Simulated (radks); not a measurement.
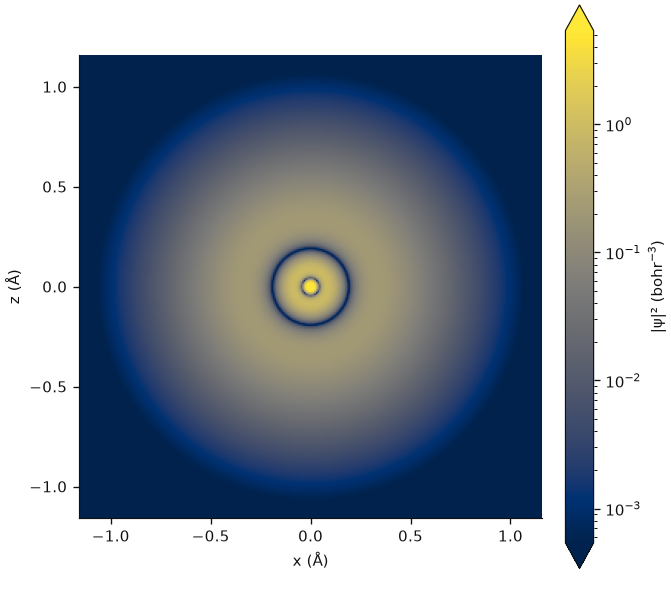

Fig. 1: The 3s orbital of up spin. In the xz plane through the nucleus, the colour gives |ψ|² on a logarithmic scale. (1 bohr = 0.529 Å.) The radial function comes from the spherical calculation and is multiplied by a real spherical harmonic; the overall sign is chosen so that the largest lobe of P(r) is positive; at the scalar-relativistic level it is the large component. It has no angular node and 2 radial nodes, at r = 0.0834 and 0.362 bohr. The outermost maximum of P² lies at 0.779 bohr, ⟨r⟩ = 0.905 bohr, 90 % of the charge lies within 1.36 bohr, and the eigenvalue is −92.1 eV, with 1 electron in the shell for this spin.

Atomic calculation, with input and output: Cr²⁺

The chromium ion Cr²⁺ in the configuration [Ar] 3d4 (high spin). Computed at this level: scalar-relativistic Kohn-Sham, Slater X-alpha with alpha = 0.57, spin-polarised, spherical densities, finite nucleus (the in-house radial solver radks).

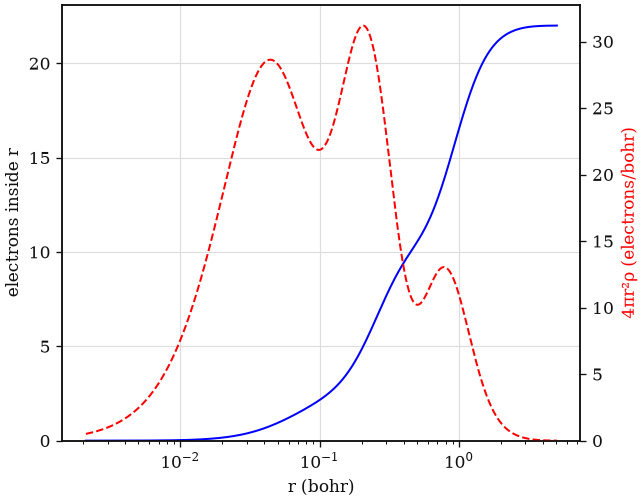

Fig. 2: The number of electrons inside radius r (solid) and the radial density 4πr²ρ (dashed). The count levels off at 22 electrons. Half of them lie within 0.545 bohr, 90 % within 1.43 bohr and 99 % within 2.58 bohr. The radial density has minima at 0.0984 and 0.503 bohr, where the count stands at 2.1 and 10.6; these part the shells that the density resolves.

These pictures come from the run below.

**Input**
```
Z 24
configuration [Ar] 3d4
relativity scalar-relativistic
functional xalpha 0.57
spin polarised
nucleus finite rms 3.6452 fm
c 137.035999084
```

Energies in input and log are in hartree, lengths in bohr (the nuclear radius in fm).

**The program's output**
```
1s      1   1.0000        -215.25046182
2s      1   1.0000         -24.91351369
2p      1   3.0000         -21.02448409
3s      1   1.0000          -3.38412244
3p      1   3.0000          -2.34817605
3d      1   4.0000          -0.78191452
1s      2   1.0000        -215.25081269
2s      2   1.0000         -24.85975401
2p      2   3.0000         -20.98288831
3s      2   1.0000          -3.24464187
3p      2   3.0000          -2.21003113
3d      2   0.0000          -0.64875774
Etot -1039.4673539690596
Ekin 1050.830056262114
Encl -2474.9886238571594
Eh 422.26386922859575
Exc -37.572655602610034
err 4.6445792504264425e-09
it 15
```

**Orbitals**

| orbital | occupation | energy (eV) | ⟨r⟩ (bohr) | outer maximum (bohr) |
| --- | --- | --- | --- | --- |
| 1s down | 1 | −5857.3 | 0.06377 | 0.0417 |
| 1s up | 1 | −5857.3 | 0.06377 | 0.0417 |
| 2s up | 1 | −677.931 | 0.2952 | 0.245 |
| 2s down | 1 | −676.468 | 0.2948 | 0.245 |
| 2p up | 3 | −572.105 | 0.2617 | 0.198 |
| 2p down | 3 | −570.973 | 0.2612 | 0.198 |
| 3s up | 1 | −92.087 | 0.9046 | 0.779 |
| 3s down | 1 | −88.291 | 0.9056 | 0.780 |
| 3p up | 3 | −63.897 | 0.9657 | 0.800 |
| 3p down | 3 | −60.138 | 0.9678 | 0.800 |
| 3d up | 4 | −21.277 | 1.266 | 0.825 |
| 3d down | 0 | −17.654 | 1.304 | 0.830 |

**Key numbers**

```
                       quantity                      value
                        outcome                  converged
                   total energy         −1039.4674 hartree
                 kinetic energy          1050.8301 hartree
        electron–nucleus energy         −2474.9886 hartree
                 Hartree energy         422.263869 hartree
    exchange–correlation energy         −37.572656 hartree
radius at density 0.001 e/bohr³                  3.21 bohr
                 SCF iterations                         15
                       hardware  1 CPU thread, shared host
```
